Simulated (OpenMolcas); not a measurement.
# Run report: Os⁵⁺ complex, multiconfigurational calculation

- system: Os⁵⁺ with 6 ligands (F; octahedron, 1.78 Å), neutralised by 6 outer point charges of +0.17 e, whose field is part of the energies.
- method: state-averaged CASSCF, active space 3 electrons in the shell 5d, basis ANO-RCC-VTZP on the metal and ANO-RCC-VDZP on the ligands, DKH2 scalar Hamiltonian, spin-orbit coupling by RASSI with atomic mean-field integrals (OpenMolcas)

**Results in brief**

| quantity | value |
| --- | --- |
| outcome | converged |
| energy of the lowest spin-free term | −17835.31026 hartree |
| energy of the lowest spin-orbit level | −17835.31721 hartree |
| largest spread among components of a term | 0.0 cm⁻¹ |
| hardware | 1 thread of Arm Neoverse V2, 24 GiB of memory available, shared host |
| wall time | 53 s |
| peak memory | 0.65 GiB |

**Remarks**

Without dynamic correlation the splittings between terms come out too large, often by 20 to 50 %. To bear in mind: covalent bonds, ligand orbitals missing from the active space; distances are set from ionic radii, not optimised.

**Input file**
```
&GATEWAY
Coord
7

Os 0.0 0.0 0.0
F 1.780000 0.000000 0.000000
F 0.000000 1.780000 0.000000
F -1.780000 0.000000 0.000000
F 0.000000 -1.780000 0.000000
F 0.000000 0.000000 1.780000
F 0.000000 0.000000 -1.780000
Basis=Os.ANO-RCC-VTZP,F.ANO-RCC-VDZP
Group=XYZ
NoMove
AngMom=0.0 0.0 0.0
AMFI
RICD
XField
3 Angstrom 0
4.180000 0.000000 0.000000 0.166667
0.000000 4.180000 0.000000 0.166667
0.000000 0.000000 4.180000 0.166667
&SEWARD
&RASSCF
FileOrb=start.orb
Symmetry=1
Spin=4
nActEl=3 0 0
Inactive=30 34
Ras2=5 0
CIRoot=10 10 1
SDav=10
CIMx=300
Iter=150 100
PrWF=0.3
OrbListing=Nothing
MaxOrb=0
LevShft=1.0
>>> COPY $Project.JobIph JOB001
&RASSCF
FileOrb=start.orb
Symmetry=1
Spin=2
nActEl=3 0 0
Inactive=30 34
Ras2=5 0
CIRoot=40 40 1
SDav=40
CIMx=300
Iter=150 100
PrWF=0.3
OrbListing=Nothing
MaxOrb=0
LevShft=1.0
>>> COPY $Project.JobIph JOB002
&RASSI
NrOfJobIphs=2 10 40
1 2 3 4 5 6 7 8 9 10
1 2 3 4 5 6 7 8 9 10 11 12 13 14 15 16 17 18 19 20 21 22 23 24 25 26 27
28 29 30 31 32 33 34 35 36 37 38 39 40
IphNames
JOB001
JOB002
EJob
SpinOrbit
DIPRint=1.0
SOCoupling=1000.0
Subsets=2
Property=9
'ANGMOM' 1 'ANGMOM' 2 'ANGMOM' 3 'MLTPL  1' 1 'MLTPL  1' 2 'MLTPL  1' 3
'AMFI' 1 'AMFI' 2 'AMFI' 3
SOProperty=3
'ANGMOM' 1 'ANGMOM' 2 'ANGMOM' 3
```

The file start.orb holds starting orbitals from an earlier step. A driver script formed the levels outside the program, from RASSI's spin-orbit matrix and the active-space energies, averaged over the components of each term or state.

Launched with:
```bash
OMP_NUM_THREADS=1 MOLCAS_MEM=2457 MOLCAS_PROJECT=a pymolcas a.inp > a.log  # once for each step of the input, in one work folder
```

**Output (extracts)**
```
--- SEWARD ---
Basis set label: OS.ANO-RCC...8S7P5D3F2G1H.

      Electronic valence basis set:
      ------------------
      Associated Effective Charge  76.000000 au
      Associated Actual Charge     76.000000 au
      Nuclear Model: Point charge

      Shell  nPrim  nBasis  Cartesian Spherical Contaminant
         s      24       8        X
         p      21       7        X
         d      15       5                 X
         f      11       3                 X
         g       4       2                 X
         h       2       1                 X
                  Relativistic Douglas-Kroll-Hess integrals:
                    - DKH order of Hamiltonian: 2
                    - DKH order of Properties : 0
                  Atomic mean-field integrals
--- RASSCF ---
Wave function specifications:
      -----------------------------

      Number of closed shell electrons         128
      Number of electrons in active shells       3
      Max number of holes in RAS1 space          0
      Max nr of electrons in RAS3 space          0
      Number of inactive orbitals               64
      Number of active orbitals                  5
      Number of secondary orbitals             119
      Spin quantum number                      1.5
      State symmetry                             1
Orbital specifications:
      -----------------------

      Symmetry species                           1   2
                                                ag  au
      Frozen orbitals                            0   0
      Inactive orbitals                         30  34
      Active orbitals                            5   0
      RAS1 orbitals                              0   0
      RAS2 orbitals                              5   0
      RAS3 orbitals                              0   0
      Secondary orbitals                        58  61
      Deleted orbitals                           0   0
      Number of basis functions                 93  95
      Number of CSFs                            10
      Number of root(s) required                10
      Iter CI   SX   CI       RASSCF       Energy    max ROT     max BLB   max BLB  Level Ln srch  Step   QN
          iter iter root      energy       change     param      element    value   shift minimum  type update
 Nr of preliminary CI iterations:   1
      Total energies have been shifted. Add               -17000.00 au
        1   1   15    0  -833.18584779    0.00E+00   1.23E-01*  30  33 1  3.95E-01*  1.12   0.00    SX    NO
        2   1   15    0  -834.58510127   -1.40E+00*  1.21E-01*  30  33 1  2.73E-01*  0.74   0.00    SX    NO
        3   1   15    0  -834.94321961   -3.58E-01* -5.03E-02   30  33 1  1.05E-01*  0.62   0.00    SX    NO
        4   1   15    0  -835.00191756   -5.87E-02* -1.68E-02   19  65 2  4.41E-02*  0.66   0.00    SX    NO
        5   1   14    0  -835.01379134   -1.19E-02* -2.04E-02   11  46 2 -3.24E-02*  0.66   1.34    QN   YES
        6   1   13    0  -835.01843851   -4.65E-03* -3.28E-03   13  48 2  7.42E-03*  0.67   0.99    QN   YES
        7   1   11    0  -835.01867969   -2.41E-04* -1.96E-03   30  33 1 -2.94E-03*  0.67   1.60    LS   YES
        8   1   12    0  -835.01871974   -4.00E-05* -1.11E-03   15  50 2 -3.56E-03*  0.67   1.02    QN   YES
        9   1   11    0  -835.01875329   -3.36E-05* -5.67E-04   13  48 2 -1.02E-03*  0.67   1.51    LS   YES
       10   1   11    0  -835.01875763   -4.34E-06*  4.28E-04   11  36 2 -8.55E-04*  0.67   1.00    QN   YES
       11   1    9    0  -835.01876140   -3.77E-06*  2.48E-04   11  36 2 -3.63E-04*  0.67   1.58    LS   YES
       12   1    9    0  -835.01876198   -5.86E-07* -1.03E-04   13  48 2  3.13E-04*  0.67   1.00    QN   YES
       13   1    8    0  -835.01876225   -2.69E-07*  5.24E-05   11  36 2  7.89E-05   0.67   1.08    QN   YES
       14   1    8    0  -835.01876229   -3.47E-08*  3.37E-05    7  66 2 -2.02E-05   0.67   1.38    QN   YES
       15   1    7    0  -835.01876229   -6.21E-09   7.99E-06   18  68 1  6.45E-06   0.67   1.17    QN   YES
      Convergence after 15 iterations
       16   1    7    0  -835.01876229   -4.37E-10   7.99E-06   11  36 2 -3.27E-06   0.67   1.17    QN   YES
      Natural orbitals and occupation numbers for root  1
      sym 1:   1.000000  -0.000000   0.000000   1.000000   1.000000
      Natural orbitals and occupation numbers for root  2
      sym 1:   0.000103   0.999897   0.000103   1.000000   0.999897
      Natural orbitals and occupation numbers for root  3
      sym 1:   1.000000   0.058205   0.941795   0.941795   0.058205
::    RASSCF root number  1 Total energy: -17835.31026120
::    RASSCF root number  2 Total energy: -17835.07878762
::    RASSCF root number  3 Total energy: -17835.07878762
::    RASSCF root number  4 Total energy: -17835.07878762
::    RASSCF root number  5 Total energy: -17835.04080383
::    RASSCF root number  6 Total energy: -17835.04080383
::    RASSCF root number  7 Total energy: -17835.04080383
::    RASSCF root number  8 Total energy: -17834.83952914
::    RASSCF root number  9 Total energy: -17834.83952914
::    RASSCF root number 10 Total energy: -17834.83952914
--- RASSCF ---
Wave function specifications:
      -----------------------------

      Number of closed shell electrons         128
      Number of electrons in active shells       3
      Max number of holes in RAS1 space          0
      Max nr of electrons in RAS3 space          0
      Number of inactive orbitals               64
      Number of active orbitals                  5
      Number of secondary orbitals             119
      Spin quantum number                      0.5
      State symmetry                             1
Orbital specifications:
      -----------------------

      Symmetry species                           1   2
                                                ag  au
      Frozen orbitals                            0   0
      Inactive orbitals                         30  34
      Active orbitals                            5   0
      RAS1 orbitals                              0   0
      RAS2 orbitals                              5   0
      RAS3 orbitals                              0   0
      Secondary orbitals                        58  61
      Deleted orbitals                           0   0
      Number of basis functions                 93  95
      Number of CSFs                            40
      Number of root(s) required                40
      Iter CI   SX   CI       RASSCF       Energy    max ROT     max BLB   max BLB  Level Ln srch  Step   QN
          iter iter root      energy       change     param      element    value   shift minimum  type update
 Nr of preliminary CI iterations:   1
      Total energies have been shifted. Add               -17000.00 au
        1   1   12    0  -834.94877025    0.00E+00  -5.01E-03   25  34 1 -6.70E-03*  0.62   0.00    SX    NO
        2   1   12    0  -834.94938877   -6.19E-04* -3.15E-03   25  34 1 -3.45E-03*  0.62   0.00    SX    NO
        3   1   12    0  -834.94953835   -1.50E-04*  1.91E-03   25  34 1 -2.14E-03*  0.62   0.00    SX    NO
        4   1   11    0  -834.94958274   -4.44E-05*  1.18E-03   25  34 1 -1.24E-03*  0.63   0.00    SX    NO
        5   1   10    0  -834.94959729   -1.45E-05*  1.64E-03   25  34 1 -7.58E-04*  0.63   2.40    LS   YES
        6   1    9    0  -834.94960479   -7.51E-06* -1.18E-04   22  33 1 -2.53E-04*  0.63   1.01    QN   YES
        7   1    8    0  -834.94960515   -3.58E-07* -1.66E-04   22  33 1 -1.65E-04*  0.63   1.67    QN   YES
        8   1    8    0  -834.94960528   -1.27E-07*  1.59E-05   15  38 2 -9.42E-05   0.63   0.89    QN   YES
        9   1    7    0  -834.94960529   -9.59E-09  -1.39E-05   15  38 2  3.48E-05   0.63   0.84    QN   YES
      Convergence after  9 iterations
       10   1    7    0  -834.94960529   -2.20E-09  -1.39E-05   16  46 2 -8.09E-06   0.63   0.84    QN   YES
      Natural orbitals and occupation numbers for root  1
      sym 1:   1.000588   0.000730   0.005822   0.998389   0.994471
      Natural orbitals and occupation numbers for root  2
      sym 1:   0.995045   0.005822   0.000730   0.997243   1.001161
      Natural orbitals and occupation numbers for root  3
      sym 1:   1.000263   0.000892   0.001418   0.998293   0.999133
::    RASSCF root number  1 Total energy: -17835.24826004
::    RASSCF root number  2 Total energy: -17835.24826004
::    RASSCF root number  3 Total energy: -17835.24397518
::    RASSCF root number  4 Total energy: -17835.24397518
::    RASSCF root number  5 Total energy: -17835.24397518
::    RASSCF root number  6 Total energy: -17835.20728737
::    RASSCF root number  7 Total energy: -17835.20728737
::    RASSCF root number  8 Total energy: -17835.20728737
::    RASSCF root number  9 Total energy: -17835.02998475
::    RASSCF root number 10 Total energy: -17835.02144168
::    RASSCF root number 11 Total energy: -17835.02144168
::    RASSCF root number 12 Total energy: -17835.02144168
::    RASSCF root number 13 Total energy: -17835.01936768
::    RASSCF root number 14 Total energy: -17835.01936768
::    RASSCF root number 15 Total energy: -17835.01936768
::    RASSCF root number 16 Total energy: -17835.01110528
::    RASSCF root number 17 Total energy: -17835.01110528
::    RASSCF root number 18 Total energy: -17834.99445098
::    RASSCF root number 19 Total energy: -17834.99445098
::    RASSCF root number 20 Total energy: -17834.99445098
::    RASSCF root number 21 Total energy: -17834.97834407
::    RASSCF root number 22 Total energy: -17834.97834407
::    RASSCF root number 23 Total energy: -17834.97834407
::    RASSCF root number 24 Total energy: -17834.96336698
::    RASSCF root number 25 Total energy: -17834.92016935
::    RASSCF root number 26 Total energy: -17834.92016935
::    RASSCF root number 27 Total energy: -17834.79398660
::    RASSCF root number 28 Total energy: -17834.79398660
::    RASSCF root number 29 Total energy: -17834.79398660
::    RASSCF root number 30 Total energy: -17834.78711508
--- RASSI ---
SPIN-FREE ENERGIES:
  (Shifted by EMIN (a.u.) =     -17835.3102612007)

 SF State       Relative EMIN(au)   Rel lowest level(eV)    D:o, cm**(-1)

     1             0.0000000000        0.0000000000              0.0000
    11             0.0620011591        1.6871374888          13607.6815
    12             0.0620011591        1.6871374888          13607.6815
    13             0.0662860220        1.8037345485          14548.1003
    14             0.0662860220        1.8037345485          14548.1003
    15             0.0662860220        1.8037345485          14548.1003
    16             0.1029738325        2.8020607293          22600.1439
    17             0.1029738325        2.8020607293          22600.1439
    18             0.1029738331        2.8020607445          22600.1440
     2             0.2314735828        6.2987170672          50802.5793
     3             0.2314735828        6.2987170672          50802.5793
     4             0.2314735828        6.2987170672          50802.5793
     5             0.2694573742        7.3323086849          59139.0579
     6             0.2694573742        7.3323086849          59139.0579
     7             0.2694573742        7.3323086849          59139.0579
    19             0.2802764524        7.6267108021          61513.5711
    20             0.2888195171        7.8591794345          63388.5570
    21             0.2888195177        7.8591794510          63388.5572
    22             0.2888195177        7.8591794510          63388.5572
    23             0.2908935243        7.9156160458          63843.7490
    24             0.2908935243        7.9156160458          63843.7490
    25             0.2908935243        7.9156160458          63843.7490
    26             0.2991559185        8.1404472468          65657.1349
    27             0.2991559190        8.1404472608          65657.1351
    28             0.3158102208        8.5936338974          69312.3318
    29             0.3158102208        8.5936338974          69312.3318
    30             0.3158102221        8.5936339349          69312.3321
    31             0.3319171269        9.0319251422          72847.3891
    32             0.3319171277        9.0319251640          72847.3892
    33             0.3319171286        9.0319251893          72847.3895
    34             0.3468942177        9.4394725444          76134.4806
    35             0.3900918504       10.6149400126          85615.2651
    36             0.3900918520       10.6149400562          85615.2654
    10             0.4707320640       12.8092720112         103313.7462
     8             0.4707320640       12.8092720112         103313.7462
     9             0.4707320640       12.8092720112         103313.7462
    37             0.5162746013       14.0485475846         113309.1778
    38             0.5162746021       14.0485476062         113309.1780
    39             0.5162746021       14.0485476062         113309.1780
    40             0.5231461229       14.2355312127         114817.3025
Eigenvalues of complex Hamiltonian:
   -----------------------------------
  (Shifted by EMIN (a.u.) =     -17835.3102612007)

 SO State       Relative EMIN(au)   Rel lowest level(eV)    D:o, cm**(-1)

     1            -0.0069478389        0.0000000010              0.0000
     2            -0.0069478389        0.0000000000              0.0000
     3            -0.0069478389        0.0000000000              0.0000
     4            -0.0069478389        0.0000000010              0.0000
     5             0.0522720935        1.6114564556          12997.2728
     6             0.0522720935        1.6114564556          12997.2728
     7             0.0522720938        1.6114564644          12997.2729
     8             0.0522720938        1.6114564644          12997.2729
     9             0.0588551286        1.7905899656          14442.0820
    10             0.0588551286        1.7905899656          14442.0820
    11             0.0588551288        1.7905899705          14442.0821
    12             0.0588551288        1.7905899705          14442.0821
    13             0.0633414797        1.9126698000          15426.7223
    14             0.0633414797        1.9126698000          15426.7223
    15             0.1021625936        2.9690461240          23946.9720
    16             0.1021625936        2.9690461240          23946.9720
    17             0.1090403577        3.1561996188          25456.4667
    18             0.1090403577        3.1561996188          25456.4667
    19             0.1090403583        3.1561996349          25456.4668
    20             0.1090403583        3.1561996349          25456.4668
    21             0.2219320778        6.2281398172          50233.3353
    22             0.2219320778        6.2281398172          50233.3353
    23             0.2253001064        6.3197885451          50972.5322
    24             0.2253001064        6.3197885451          50972.5322
    25             0.2253001064        6.3197885459          50972.5322
    26             0.2253001064        6.3197885459          50972.5322
    27             0.2293222884        6.4292376939          51855.2991
    28             0.2293222884        6.4292376939          51855.2991
    29             0.2293222884        6.4292376929          51855.2991
    30             0.2293222884        6.4292376929          51855.2991
    31             0.2330451662        6.5305423600          52672.3763
    32             0.2330451662        6.5305423600          52672.3763
    33             0.2574600546        7.1949053174          58030.8250
    34             0.2574600546        7.1949053174          58030.8250
    35             0.2651385784        7.4038485952          59716.0661
    36             0.2651385785        7.4038485972          59716.0662
    37             0.2651385784        7.4038485952          59716.0661
    38             0.2651385785        7.4038485972          59716.0662
    39             0.2689417774        7.5073389108          60550.7718
    40             0.2689417774        7.5073389108          60550.7718
    41             0.2728126940        7.6126719179          61400.3398
Weights of the five most important spin-orbit-free states for each spin-orbit state.

 SO State  Total energy (au)           Spin-free states, spin, and weights
 -------------------------------------------------------------------------------------------------------
    1        -0.006948       1 1.5  0.9472   18 0.5  0.0192   17 0.5  0.0134    2 1.5  0.0047    3 1.5  0.0040
    2        -0.006948       1 1.5  0.9472   16 0.5  0.0210   17 0.5  0.0097    4 1.5  0.0051   18 0.5  0.0039
    3        -0.006948       1 1.5  0.9472   16 0.5  0.0210   17 0.5  0.0096    4 1.5  0.0051   18 0.5  0.0040
    4        -0.006948       1 1.5  0.9472   18 0.5  0.0190   17 0.5  0.0134    2 1.5  0.0047    3 1.5  0.0040
    5         0.052272      11 0.5  0.4571   14 0.5  0.1173   12 0.5  0.1129   15 0.5  0.1027   17 0.5  0.0478
    6         0.052272      11 0.5  0.4571   14 0.5  0.1173   12 0.5  0.1129   15 0.5  0.1027   17 0.5  0.0478
    7         0.052272      12 0.5  0.4571   13 0.5  0.1314   11 0.5  0.1129   15 0.5  0.0744   14 0.5  0.0597
    8         0.052272      12 0.5  0.4571   13 0.5  0.1314   11 0.5  0.1129   15 0.5  0.0744   14 0.5  0.0597
    9         0.058855      15 0.5  0.3526   11 0.5  0.2661   14 0.5  0.1964   12 0.5  0.0873   13 0.5  0.0672
   10         0.058855      15 0.5  0.3526   11 0.5  0.2661   14 0.5  0.1964   12 0.5  0.0873   13 0.5  0.0672
   11         0.058855      13 0.5  0.3436   12 0.5  0.2661   14 0.5  0.2144   11 0.5  0.0873   15 0.5  0.0582
   12         0.058855      13 0.5  0.3436   12 0.5  0.2661   14 0.5  0.2144   11 0.5  0.0873   15 0.5  0.0582
```

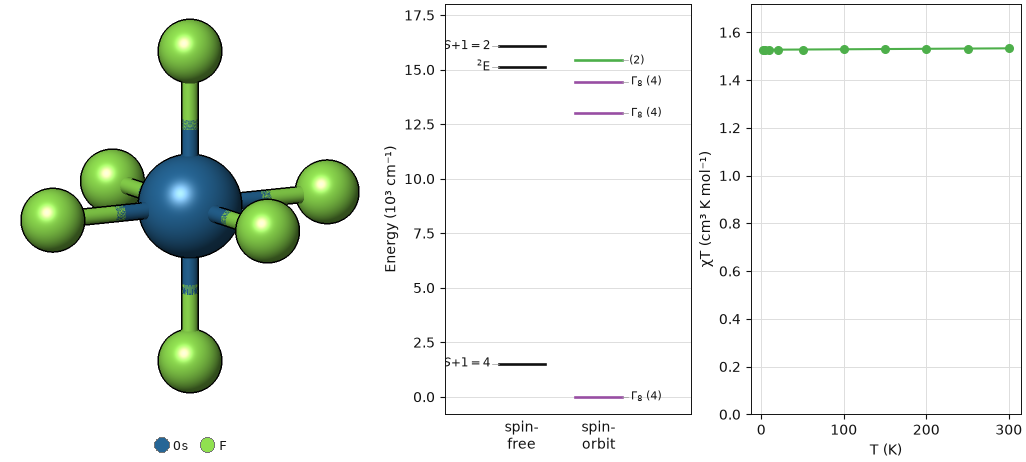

Os⁵⁺ (5d³) with 6 ligands, F⁻, at 1.78 Å (arrangement: octahedron, Oh), neutralised by outer point charges of +0.17 e, and its levels and susceptibility. Labels give the representation in O, Td, D4 or D3 as the site allows (double group for half-integer spin) where it could be assigned and, in brackets, the degeneracy; spin-free states, where drawn, share the zero of the spin-orbit levels. Powder susceptibility by Van Vleck's formula. The ground level is Γ₈, 4-fold degenerate, 96 % from states of spin multiplicity 4. The next level lies at 13,000 cm⁻¹ (Γ₈). χT is 1.53 cm³ K mol⁻¹ at 2 K and 1.53 at 300 K, an effective moment of 3.50 μB. The active orbitals hold 68 to 83 % metal character (Löwdin), and the Mulliken charge of the metal is +2.46.
